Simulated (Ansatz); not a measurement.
# InHCl (SMILES [Cl][InH]): levels of theory compared

We compute a comparison of 3 runs (UPBE0/STO-3G, UMP2/STO-3G, UCCSD/STO-3G) of InHCl. 

Program for the calculation: Ansatz 0.2.0.

69 further runs of the same task are left out: 6 that didn't finish, 63 set aside as unsound or not needed.

**1. The structure to begin with**

The species is InHCl (3 atoms), meant as a doublet with charge 0. As SMILES, `[Cl][InH]`. The H3–In2 distance was set to 2.216 Å, away from the relaxed value.

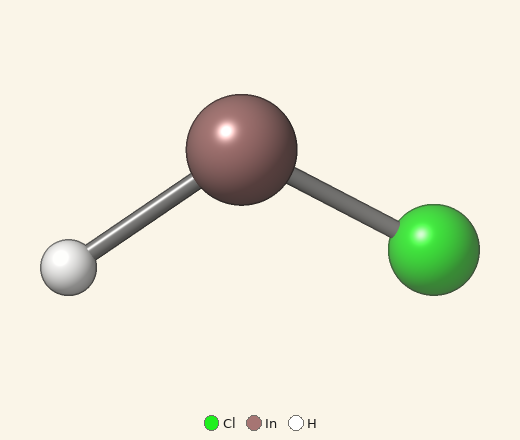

Viewed from a chosen angle; chlorine green, indium brown, hydrogen white.

**2. A single-point energy at UPBE0/STO-3G (run 1)**

The input, run.yaml:

```yaml
crystal:
  periodic: [false, false, false]
  atoms:
    - {symbol: Cl, position_ang: [-1.854778, 0.783380, -0.937901]}
    - {symbol: In, position_ang: [0.204522, 0.928980, 0.215599]}
    - {symbol: H, position_ang: [1.229400, -1.003900, 0.568100]}
basis:
  gaussian:
    orbitals: STO-3G
magnetization:
  spin_polarized: true
  initial_magnetization: 1
hamiltonian:
  xc: pbe0
accuracy: high
```

Started as:

```console
$ ansatz run run.yaml --threads 1 --pin off --max-ram 2610MiB --events-out events.jsonl --progress --plain --runs-dir runs
```

The program printed:

```text
Warning: RAYON_NUM_THREADS=1 ignored (pool sized by the plan → 1); use --threads N
Functional definition: PBE0
  name "PBE0"
  parameter a = 0.25
  parameter kappa = 0.804
  parameter beta = 0.06672455060314922
  exchange = (1 - a)*pbe_x(kappa = kappa, mu = beta*pi^2/3) + a*exact_x
  correlation = pbe_c(beta = beta)
662 factors; integrals over basis functions are off by at most 8.7e-9 eV
mean field evaluation 1: about -167081.7062 eV, gradient 1.0e1 eV
mean field evaluation 2: about -167081.7821 eV, gradient 1.1e1 eV
mean field evaluation 4: about -167083.3300 eV, gradient 2.7e-1 eV
mean field evaluation 8: about -167083.3148 eV, gradient 2.7e-2 eV
mean field evaluation 16: about -167083.3148 eV, gradient 8.4e-7 eV
mean field -167083.31483668 eV, -6140.1985671096 hartree, gradient 2.5e-8 eV, S^2 0.770347; 0 other end points of the search recorded, 0 dependent functions left out
reference -167083.31483807 eV, -6140.1985671607 hartree; 34, 33 occupied and 3, 4 virtual orbitals, 662 factors
Total energy: -167083.31483807 eV, -6140.1985671607 hartree
```

It took 3.3 s on 1 thread of Arm Neoverse V1, shared host; peak memory 0.18 GiB.

**3. A single-point energy at UMP2/STO-3G (run 2)**

The input, in.yaml:

```yaml
basis:
  gaussian:
    orbitals: STO-3G
crystal:
  periodic: [false, false, false]
  atoms:
    - {symbol: Cl, position_ang: [-1.854778, 0.783380, -0.937901]}
    - {symbol: In, position_ang: [0.204522, 0.928980, 0.215599]}
    - {symbol: H, position_ang: [1.229400, -1.003900, 0.568100]}
magnetization:
  spin_polarized: true
  initial_magnetization: 1
correlation:
  method: mp2
  frozen_orbitals: {Cl: 5, H: 0, In: 18}
accuracy: high
```

Started as:

```console
$ ansatz run in.yaml --threads 1 --pin off --max-ram 2610MiB --events-out events.jsonl --progress --plain --runs-dir runs
```

The program printed:

```text
Warning: RAYON_NUM_THREADS=1 ignored (pool sized by the plan → 1); use --threads N
Functional definition: HF
  name "HF"
  exchange = exact_x
  correlation = 0
662 factors; integrals over basis functions are off by at most 8.7e-9 eV
mean field evaluation 1: about -167022.6473 eV, gradient 8.4e0 eV
mean field evaluation 2: about -167022.6829 eV, gradient 8.4e0 eV
mean field evaluation 4: about -167024.1276 eV, gradient 1.3e0 eV
mean field evaluation 8: about -167024.1833 eV, gradient 2.5e-3 eV
mean field evaluation 16: about -167024.1807 eV, gradient 3.1e-8 eV
mean field -167024.18067422 eV, -6138.0254267219 hartree, gradient 3.1e-8 eV, S^2 0.873008; 0 other end points of the search recorded, 0 dependent functions left out
23 core orbitals not correlated: weight in the atoms' cores, before any rotation towards them, 1.000 or more for the frozen orbitals, at most 0.000 for the correlated occupied ones
reference -167024.18067422 eV, -6138.0254267219 hartree; 11, 10 occupied and 3, 4 virtual orbitals, 662 factors
second order -0.56897425 eV of doubles, -0.00000000 eV of singles
Total energy: -167024.74964848 eV, -6138.0463361399 hartree
```

Run time: 0.85 s. Hardware: 1 thread of Arm Neoverse V1, shared host; peak memory 0.11 GiB.

**4. A single-point energy at UCCSD/STO-3G (run 3)**

The input, molecule.yaml:

```yaml
crystal:
  periodic: [false, false, false]
  atoms:
    - {symbol: Cl, position_ang: [-1.854778, 0.783380, -0.937901]}
    - {symbol: In, position_ang: [0.204522, 0.928980, 0.215599]}
    - {symbol: H, position_ang: [1.229400, -1.003900, 0.568100]}
basis:
  gaussian:
    orbitals: STO-3G
scf:
  omitted_lower_state_checks: [cluster_reference, increment]
accuracy: high
magnetization:
  spin_polarized: true
  initial_magnetization: 1
correlation:
  method: ccsd
  frozen_orbitals: {Cl: 5, H: 0, In: 18}
```

Started as:

```console
$ ansatz run molecule.yaml --threads 1 --pin off --max-ram 2610MiB --events-out events.jsonl --progress --plain --runs-dir runs
```

The program printed (excerpt; [...] marks lines left out):

```text
Warning: RAYON_NUM_THREADS=1 ignored (pool sized by the plan → 1); use --threads N
[... 2 set-up lines as earlier in the session ...]
[...]
662 factors; integrals over basis functions are off by at most 8.7e-9 eV
[...]
mean field -167024.18067422 eV, -6138.0254267219 hartree, gradient 3.1e-8 eV, S^2 0.873008; 0 other end points of the search recorded, 0 dependent functions left out
23 core orbitals not correlated: weight in the atoms' cores, before any rotation towards them, 1.000 or more for the frozen orbitals, at most 0.000 for the correlated occupied ones
reference -167024.18067422 eV, -6138.0254267219 hartree; 11, 10 occupied and 3, 4 virtual orbitals, 662 factors
second order -0.56897425 eV of doubles, -0.00000000 eV of singles
cycle   1  -0.77230296 eV  change   -2.0e-1 eV  update   6.8e-2
[...]
cycle  25  -1.11518187 eV  change   -1.2e-9 eV  update  9.3e-10
Total energy: -167025.29585609 eV, -6138.0664088997 hartree
Checks for a lower state left out: cluster_reference, increment
```

Run time: 1.2 s. Hardware: 1 thread of Arm Neoverse V1, shared host; peak memory 0.12 GiB.

**5. The series**

```csv
run,level,frozen core orbitals,energy (Eh),⟨S²⟩,wall time
1,UPBE0/STO-3G,–,-6140.198567,0.770,3.3 s
2,UMP2/STO-3G,23,-6138.046336,0.873,0.85 s
3,UCCSD/STO-3G,23,-6138.066409,0.873,1.2 s
```

**6. Results**

```
                                           quantity           value
                                run 3: total energy  -6138.06641 Eh
run 3: correlation energy (23 core orbitals frozen)       -41.0 mEh
           run 3: ⟨S²⟩ of the reference determinant           0.873
                               run 3: T1 diagnostic           0.022
```

In words: In runs 1, 2, 3 the basis is minimal, so the values are rough. In runs 1, 2, 3 relativity is left out where basis or elements ask for it. Spin contamination of the reference: run 2 ⟨S²⟩ = 0.87, run 3 ⟨S²⟩ = 0.87. All runs together took 5.3 s, the longest 3.3 s.
